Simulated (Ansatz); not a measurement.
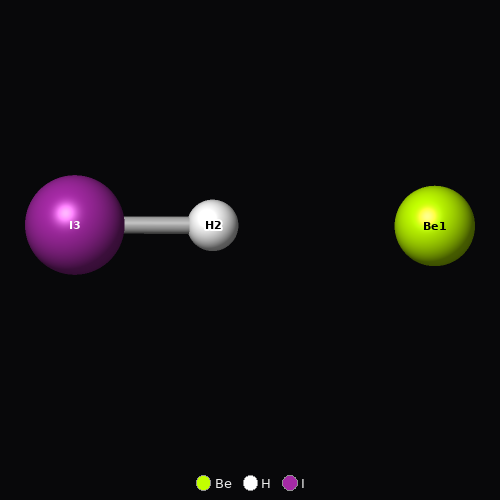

The system is Be + HI; the picture shows the reference structure. The first coordinate is: distance Be1–H2; the second: distance H2–I3. Nothing is relaxed (the angle Be1–H2–I3 is fixed at 180 degrees). Grid: 17 × 17 points. Energies: kcal/mol, counted from Be far from the relaxed HI (each part in its own basis). The reference is spin-restricted, so regions where a bond is pulled apart into radicals lie too high. Theory: RHF/def2-TZVPD in Ansatz 0.2.0.

Its coordinates:

```xyz
3

Be   -2.6160    0.0000    0.0000
H     0.0000    0.0000    0.0000
I     1.6240    0.0000    0.0000
```

Range: distance Be1–H2 from 1.016 to 2.616 Å; distance H2–I3 from 1.360 to 2.960 Å.

What will the energy surface look like?

Answer. The lowest grid point is at distance Be1–H2 = 2.616 Å, distance H2–I3 = 1.624 Å, 1.9 kcal/mol from Be far from the relaxed HI (each part in its own basis). It lies in a valley that leaves the map towards separated partners. The highest grid point, distance Be1–H2 = 1.016 Å, distance H2–I3 = 1.360 Å, lies 134 kcal/mol above the lowest.

```tsv
distance H2–I3 ↓, distance Be1–H2 →	1.016	1.123	1.280	1.463	1.666	1.884	2.117	2.361	2.616
2.960	85	66	54	54	62	72	82	90	95
2.705	82	62	49	48	54	62	70	76	80
2.461	80	58	44	41	44	50	56	60	63
2.228	79	56	40	34	34	37	40	42	44
2.010	81	56	37	27	24	24	24	24	25
1.807	86	59	37	23	17	13	11	10	9
1.624	96	68	42	26	16	10	6	3	2
1.467	114	85	58	39	26	18	13	10	8
1.360	135	107	79	59	45	36	30	26	24
```

The table holds every second grid line.

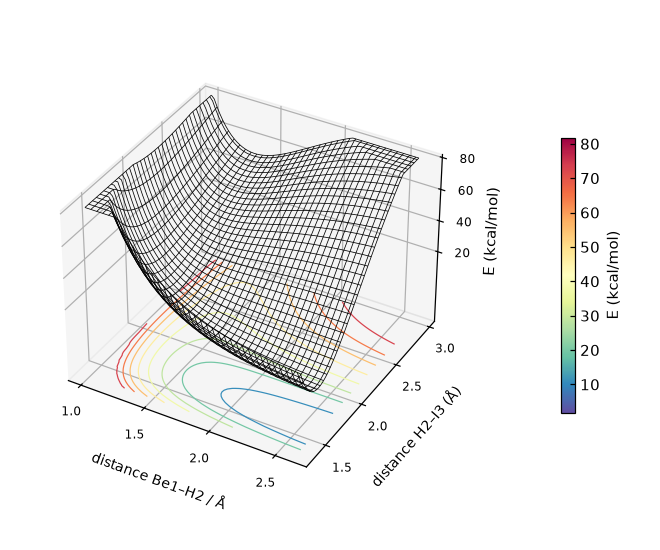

In the figure: a relief with its contours projected below, any walls above the top of the colour scale cut off. Between grid points the surface is interpolated.

Each point was launched as `ansatz run input.yaml --threads 1 --pin off --max-ram 2560MiB --backend cpu --events-out ev --progress --plain --runs-dir out`. The whole map (289 points run) took 3.8 min on 1 thread of Arm Neoverse V2, on a shared host.
